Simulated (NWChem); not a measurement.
# Run report: CH4O, energy and gradient calculation (part 1 of 3)

- system: CH4O
- method: B3LYP/6-31G*, RKS (NWChem 7.3.0)

The geometry comes from this level: PBE0-D4/def2-TZVP.

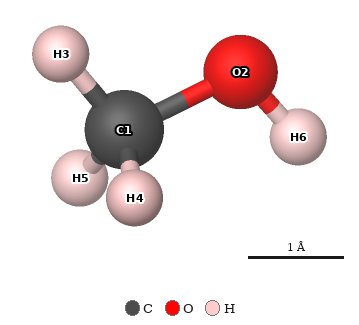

*The input geometry (ball-and-stick view, seen at a tilt; atoms are numbered from 1 in the order of the input).*

## Input file
```
start calc
title "CH4O B3LYP"
memory stack 880 mb heap 220 mb global 1100 mb

geometry noautosym nocenter noautoz
  load format xyz calc.xyz
end

basis
  * library 6-31G*
end

dft
  xc b3lyp
  grid xfine
  convergence energy 1e-08
  iterations 100
  mulliken
  print medium
end

task dft gradient
```

## File calc.xyz
```
6
CH4O B3LYP
C     -0.088400    -0.207400    -0.275700
O     -0.165000     0.316500     1.030100
H     -0.864700    -0.968400    -0.360900
H      0.878800    -0.683600    -0.479200
H     -0.272700     0.554400    -1.043400
H      0.512100     0.988500     1.129100
```

Launch command:
```bash
nwchem calc.nw > calc.out
```

## What the program printed
```
Northwest Computational Chemistry Package (NWChem) 7.3.0
             --------------------------------------------------------

           Job information
           ---------------

    nwchem branch   = 7.3.0
    use scalapack   = T
    input           = calc.nw
    prefix          = calc.
    data base       = ./calc.db
    status          = startup
    nproc           =        1

           Memory information
           ------------------

    heap     =     28835834 doubles =      220.0 Mbytes
    stack    =    115343359 doubles =      880.0 Mbytes
    global   =    144179200 doubles =     1100.0 Mbytes (distinct from heap & stack)
    total    =    288358393 doubles =     2200.0 Mbytes
    verify   = yes
    hardfail = no

           Directory information
           ---------------------

  0 permanent = .
  0 scratch   = .

                                NWChem Input Module
                                -------------------

                                    CH4O B3LYP
                                    ----------

 Scaling coordinates for geometry "geometry" by  1.889725989
 (inverse scale =  0.529177249)

                             Geometry "geometry" -> ""
                             -------------------------

 Output coordinates in angstroms (scale by  1.889725989 to convert to a.u.)

  No.       Tag          Charge          X              Y              Z
 ---- ---------------- ---------- -------------- -------------- --------------
    1 C                    6.0000    -0.08840000    -0.20740000    -0.27570000
    2 O                    8.0000    -0.16500000     0.31650000     1.03010000
    3 H                    1.0000    -0.86470000    -0.96840000    -0.36090000
    4 H                    1.0000     0.87880000    -0.68360000    -0.47920000
    5 H                    1.0000    -0.27270000     0.55440000    -1.04340000
    6 H                    1.0000     0.51210000     0.98850000     1.12910000

      Atomic Mass
      -----------

      C                 12.000000
      O                 15.994910
      H                  1.007825

 Effective nuclear repulsion energy (a.u.)      40.4580055370

            Nuclear Dipole moment (a.u.)
            ----------------------------
        X                 Y               Z
 ---------------- ---------------- ----------------
    -3.0177034312     2.2270420775    11.0212599106

            XYZ format geometry
            -------------------
     6
 geometry
 C                    -0.08840000    -0.20740000    -0.27570000
 O                    -0.16500000     0.31650000     1.03010000
 H                    -0.86470000    -0.96840000    -0.36090000
 H                     0.87880000    -0.68360000    -0.47920000
 H                    -0.27270000     0.55440000    -1.04340000
 H                     0.51210000     0.98850000     1.12910000

 ==============================================================================
                                internuclear distances
 ------------------------------------------------------------------------------
       center one      |      center two      | atomic units |  angstroms
 ------------------------------------------------------------------------------
    2 O                |   1 C                |     2.66274  |     1.40906
    3 H                |   1 C                |     2.06060  |     1.09042
    4 H                |   1 C                |     2.07324  |     1.09711
    5 H                |   1 C                |     2.07325  |     1.09712
    6 H                |   2 O                |     1.81241  |     0.95909
 ------------------------------------------------------------------------------
                         number of included internuclear distances:          5
 ==============================================================================

 ==============================================================================
                                 internuclear angles
 ------------------------------------------------------------------------------
        center 1       |       center 2       |       center 3       |  degrees
 ------------------------------------------------------------------------------
    2 O                |   1 C                |   3 H                |   107.05
    2 O                |   1 C                |   4 H                |   112.41
    2 O                |   1 C                |   5 H                |   112.41
    3 H                |   1 C                |   4 H                |   108.07
    3 H                |   1 C                |   5 H                |   108.08
    4 H                |   1 C                |   5 H                |   108.64
    1 C                |   2 O                |   6 H                |   108.53
 ------------------------------------------------------------------------------
                            number of included internuclear angles:          7
 ==============================================================================

 Summary of "ao basis" -> "" (cartesian)
 ------------------------------------------------------------------------------
       Tag                 Description            Shells   Functions and Types
 ---------------- ------------------------------  ------  ---------------------
 *                           6-31G*                   on all atoms

                                 NWChem DFT Module
                                 -----------------

                                    CH4O B3LYP

                      Basis "ao basis" -> "ao basis" (cartesian)
                      -----
  [basis functions not shown]

 Summary of "ao basis" -> "ao basis" (cartesian)
 ------------------------------------------------------------------------------
       Tag                 Description            Shells   Functions and Types
 ---------------- ------------------------------  ------  ---------------------
 C                           6-31G*                  6       15   3s2p1d
 O                           6-31G*                  6       15   3s2p1d
 H                           6-31G*                  2        2   2s

 Summary of "ao basis" -> "ao basis" (cartesian)
 ------------------------------------------------------------------------------
       Tag                 Description            Shells   Functions and Types
 ---------------- ------------------------------  ------  ---------------------
 C                           6-31G*                  6       15   3s2p1d
 O                           6-31G*                  6       15   3s2p1d
 H                           6-31G*                  2        2   2s

  Caching 1-el integrals
  itol2e modified to match energy
  convergence criterion.
  tol_rho modified to match energy
  convergence criterion.

            General Information
            -------------------
          SCF calculation type: DFT
          Wavefunction type:  closed shell.
          No. of atoms     :     6
          No. of electrons :    18
           Alpha electrons :     9
            Beta electrons :     9
          Charge           :     0
          Spin multiplicity:     1
          Use of symmetry is: off; symmetry adaption is: off
          Maximum number of iterations: 100
          AO basis - number of functions:    38
                     number of shells:    20
          Convergence on energy requested:  1.00D-08
          Convergence on density requested:  1.00D-05
          Convergence on gradient requested:  5.00D-04

              XC Information
              --------------
                         B3LYP Method XC Potential
                     Hartree-Fock (Exact) Exchange  0.200
                        Slater Exchange Functional  0.800 local
                    Becke 1988 Exchange Functional  0.720 non-local
              Lee-Yang-Parr Correlation Functional  0.810
                  VWN I RPA Correlation Functional  0.190 local

             Grid Information
             ----------------
          Grid used for XC integration:  xfine
          Radial quadrature: Mura-Knowles
          Angular quadrature: Lebedev.
          Tag              B.-S. Rad. Rad. Pts. Rad. Cut. Ang. Pts.
          ---              ---------- --------- --------- ---------
          C                   0.70      100           7.0      1454
          O                   0.60      100           7.0      1454
          H                   0.35      100           8.0      1202
          Grid pruning is: on
          Number of quadrature shells:   600
          Spatial weights used:  Erf1

          Convergence Information
          -----------------------
          Convergence aids based upon iterative change in
          total energy or number of iterations.
          Levelshifting, if invoked, occurs when the
          HOMO/LUMO gap drops below (HL_TOL):  1.00D-02
          DIIS, if invoked, will attempt to extrapolate
          using up to (NFOCK): 10 stored Fock matrices.

                    Damping( 0%)  Levelshifting(0.5)       DIIS
                  --------------- ------------------- ---------------
          dE  on:    start            ASAP                start
          dE off:    2 iters        100 iters           100 iters

      Screening Tolerance Information
      -------------------------------
          Density screening/tol_rho:  1.00D-11
          AO Gaussian exp screening on grid/accAOfunc:  18
          CD Gaussian exp screening on grid/accCDfunc:  20
          XC Gaussian exp screening on grid/accXCfunc:  20
          Schwarz screening/accCoul:  1.00D-09

      Superposition of Atomic Density Guess
      -------------------------------------

 Sum of atomic energies:        -114.40753654

      Non-variational initial energy
      ------------------------------

 Total energy =    -115.303364
 1-e energy   =    -235.192571
 2-e energy   =      79.431202
 HOMO         =      -0.366088
 LUMO         =       0.126161

   Time after variat. SCF:      0.1

     ---------------------------------------------
      Total Density - Mulliken Population Analysis
     ---------------------------------------------

    Atom       Charge   Shell Charges
 -----------   ------   -------------------------------------------------------
    1 C    6     6.25   2.00  0.69  1.86  0.63  1.01  0.07
    2 O    8     8.85   2.00  0.94  3.07  0.85  1.94  0.06
    3 H    1     0.80   0.48  0.32
    4 H    1     0.81   0.48  0.33
    5 H    1     0.81   0.48  0.33
    6 H    1     0.48   0.37  0.11
   Time prior to 1st pass:      0.1

 Grid_pts file          = ./calc.gridpts.0
 Record size in doubles =  12289        No. of grid_pts per rec  =   3070
 Max. records in memory =    314        Max. recs in file   = *********

           Memory utilization after 1st SCF pass:
           Heap Space remaining (MW):        0.00                  54
          Stack Space remaining (MW):      115.34           115342980

   convergence    iter        energy       DeltaE   RMS-Dens  Diis-err    time
 ---------------- ----- ----------------- --------- --------- ---------  ------
 d= 0,ls=0.0,diis     1   -115.6735028386 -1.56D+02  2.14D-02  4.10D-01     1.5
 d= 0,ls=0.0,diis     2   -115.6733746568  1.28D-04  1.10D-02  4.38D-01     2.6
 d= 0,ls=0.0,diis     3   -115.7117466729 -3.84D-02  2.14D-03  2.83D-02     3.7
 d= 0,ls=0.0,diis     4   -115.7141608538 -2.41D-03  4.04D-04  4.60D-04     5.0
 d= 0,ls=0.0,diis     5   -115.7142046145 -4.38D-05  1.32D-04  5.69D-05     6.1
  Resetting Diis
 d= 0,ls=0.0,diis     6   -115.7142112888 -6.67D-06  1.53D-05  7.49D-07     7.3
 d= 0,ls=0.0,diis     7   -115.7142113792 -9.04D-08  3.48D-06  7.82D-09     8.4
 d= 0,ls=0.0,diis     8   -115.7142113798 -6.49D-10  1.26D-06  4.78D-09     9.6

         Total DFT energy =     -115.714211379832
      One electron energy =     -237.304694377959
           Coulomb energy =       96.653941625293
    Exchange-Corr. energy =      -15.521464164199
 Nuclear repulsion energy =       40.458005537033

 Numeric. integr. density =       17.999999989334

     Total iterative time =      9.5s

                       DFT Final Molecular Orbital Analysis
                       ------------------------------------
```
